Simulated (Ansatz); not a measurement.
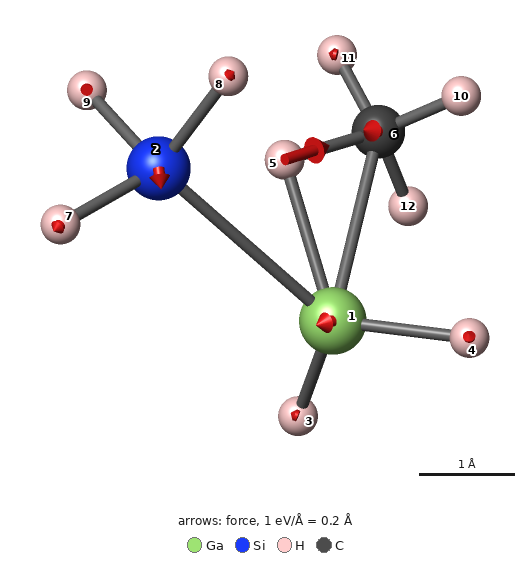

Starting geometry of CH9GaSi with the computed forces as red arrows. A ball-and-stick model, seen from a free direction.

The reaction that was planned forms Ga1–C6, Si2–H5 and breaks Ga1–Si2, H5–C6 (atoms numbered from 1 in input order).

All numbers below come from RKS PBE0-D4/def2-SVP in Ansatz.

The input:
```yaml
crystal:
  periodic: [false, false, false]
  atoms:
    - {symbol: Ga, position_ang: [-1.189300, -0.805500, 0.115700]}
    - {symbol: Si, position_ang: [-0.459200, 1.812400, 0.106500]}
    - {symbol: H, position_ang: [-1.843300, -1.512600, -1.119200]}
    - {symbol: H, position_ang: [-1.227400, -1.644200, 1.430300]}
    - {symbol: H, position_ang: [0.317200, 0.109500, -0.100800]}
    - {symbol: C, position_ang: [1.088300, -1.045000, -0.183000]}
    - {symbol: H, position_ang: [-1.491200, 2.855600, 0.068200]}
    - {symbol: H, position_ang: [0.336400, 2.061600, 1.327500]}
    - {symbol: H, position_ang: [0.443600, 2.140100, -1.023200]}
    - {symbol: H, position_ang: [1.456700, -1.278200, 0.817000]}
    - {symbol: H, position_ang: [1.925400, -0.750100, -0.814100]}
    - {symbol: H, position_ang: [0.642800, -1.943600, -0.624900]}
basis:
  gaussian: {orbitals: def2-SVP}
hamiltonian: {xc: pbe0, dispersion: d4}
relax: {f_tol: 0.04, max_steps: 150, escape_saddle: false, constraints: [{distance: [0, 5]}, {distance: [1, 4]}, {distance: [0, 1]}, {distance: [4, 5]}]}
```

Command:
```bash
ansatz run in.yaml --threads 4 --pin off --events-out ev --progress --plain --max-ram 9574MiB
```

**What follows when this structure is relaxed?**

It isn't relaxed: the largest force vector, on H5, is 3.55 eV/Å. The final displacements have little in common with the starting forces (cosine between the two patterns 0.17). The largest move after the best rigid fit is that of H3, 0.28 Å. By element the largest moves are H 0.28 Å, Si 0.06 Å, Ga 0.05 Å, C 0.05 Å. Near-neighbour distances that change, for instance: Si2–H7 1.468 → 1.500 Å, Ga1–H5 1.776 → 1.750 Å, Si2–H8 1.478 → 1.501 Å, Ga1–H3 1.566 → 1.554 Å. Among the angles between lasting bonds that change: H3–Ga1–H4 114.3° → 133.0°, Ga1–C6–H11 143.6° → 131.6°, Si2–Ga1–H3 123.0° → 112.6°. After 4 accepted moves (5 points after the start) the energy has fallen by 0.189 eV. The largest force component goes from 0.53 to 0.016 eV/Å. The line search rejected the trial step at point 3 of the run.
